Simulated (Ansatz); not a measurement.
Structure (in its standard cell), the end point of a relaxation with DFT PBE, scalar-relativistic, plane waves, PAW (Ansatz); the starting structure was generated, so it need not be a known form of this composition:

```yaml
crystal:
  lattice:
    - [3.68750, 0.00000, 0.00000]
    - [-1.84375, 3.19347, 0.00000]
    - [0.00000, 0.00000, 5.84961]
  atoms:
    - { symbol: Nd, position: [0.33333, 0.66667, 0.75000] }
    - { symbol: Nd, position: [0.66667, 0.33333, 0.25000] }
```

> What does the kinematic electron diffraction pattern along [311] look like at 120 kV (B = 0.3 Å²)?

The spots form an oblique net whose two shortest vectors correspond to d = 2.80 Å and 2.16 Å, 86.7° apart. They are 0 -1 1 and -1 1 2. The pattern has symmetry 2. A glide plane extinguishes reflections such as 1 -2 -1, 2 -1 -5; reflections such as 0 3 -3 are allowed by the space group but vanish because the atoms sit on special positions.

Strongest reflections with d > 0.80 Å, one of each family (|F|² from tabulated Gaussian fits of the electron scattering factors, times a small damping for the curvature of the Ewald sphere):

| hkl | d (Å) | I (strongest = 100) |
| --- | --- | --- |
| 0 1 -1 | 2.803 | 100 |
| 1 0 -3 | 1.664 | 39 |
| 1 -1 -2 | 2.157 | 21 |
| 1 1 -4 | 1.146 | 21 |
| 2 -3 -3 | 1.026 | 12 |
| 2 -4 -2 | 0.879 | 10 |

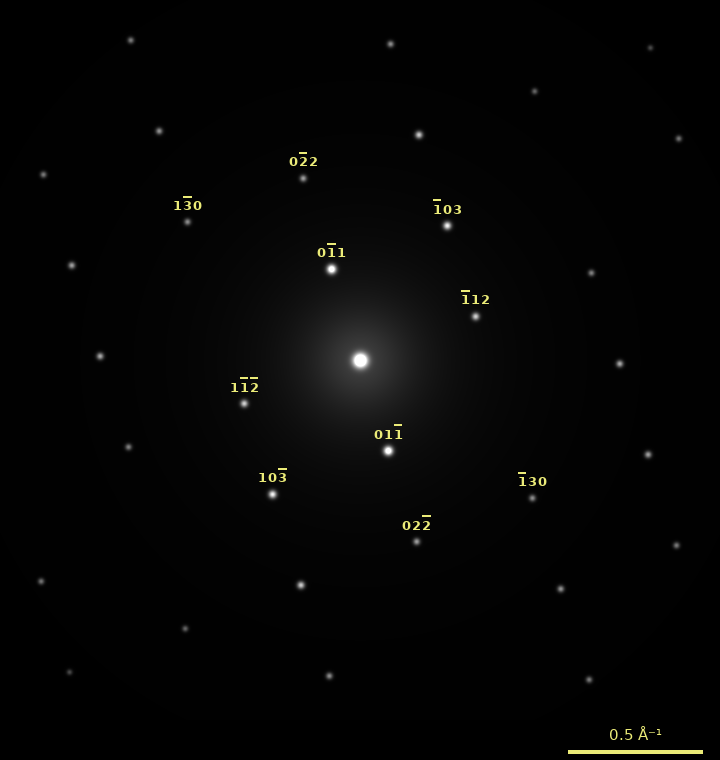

Calculated pattern, seen from the source side with [311] pointing towards the source.
